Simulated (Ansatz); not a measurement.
# The cluster WSe2: structure and electronic state

What does the cluster WSe2 look like as a singlet, and where do its frontier electrons sit?

Method: RKS PBE0-D4/def2-TZVP; program: Ansatz 0.2.0, Gaussian basis.

Plan: relaxation at PBE-D4/def2-TZVP; a search for the lowest solution at PBE0-D4/def2-SVP; a single point at PBE0-D4/def2-TZVP.

## 1. Where the work starts

3 atoms, charge 0, spin multiplicity 1.

Atoms are counted from 1 here; the program's logs count them from 0.

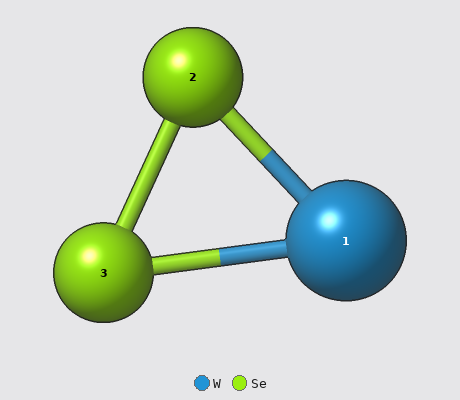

As it starts; tungsten blue, selenium green; atoms are numbered from 1 in the order of the file.

W takes a core potential in the def2 sets. No spin-orbit coupling is included.

The start is a GFN1-xTB geometry.

## 2. Optimising with PBE-D4/def2-TZVP

The input, in.yaml:

```yaml
crystal:
  periodic: [false, false, false]
  atoms:
    - {symbol: W, position_ang: [1.052340, -0.915530, -0.445120]}
    - {symbol: Se, position_ang: [-0.979630, -0.476230, 0.670930]}
    - {symbol: Se, position_ang: [-0.072710, 1.391760, -0.225810]}
basis:
  gaussian: {orbitals: def2-TZVP}
hamiltonian: {xc: pbe, dispersion: d4}
scf: {lower_state_search: "off"}
output: {orbitals: {seedname: orbitals}}
relax: {f_tol: 0.02, max_steps: 100}
```

Command:

```console
> ansatz run in.yaml --threads 4 --pin off --events-out ev --progress --plain --max-ram 3916MiB
```

The runs that follow: Searching for the lowest solution, PBE0-D4/def2-SVP; Single point, PBE0-D4/def2-TZVP.

Q: Predict the results of all the runs planned. Wanted: point group; near neighbours of the metal; HOMO, LUMO at PBE0-D4/def2-TZVP; charge on the metal; dipole at PBE-D4/def2-TZVP.

As calculated:

| quantity | value |
| --- | --- |
| point group | C2v |
| near neighbours of the metal | Se 2.24, Se 2.24 Å |
| HOMO, LUMO at PBE0-D4/def2-TZVP | -6.02, -3.71 eV |
| charge on the metal (Mulliken, PBE0-D4/def2-TZVP) | +0.38 e |
| dipole at PBE-D4/def2-TZVP | 1.69 D |

The relaxation broke 1 and made 0 bonds, so the end is another structure than the start. No usable vibrations, so a minimum isn't proven. Whether this spin is the lowest isn't tested here.
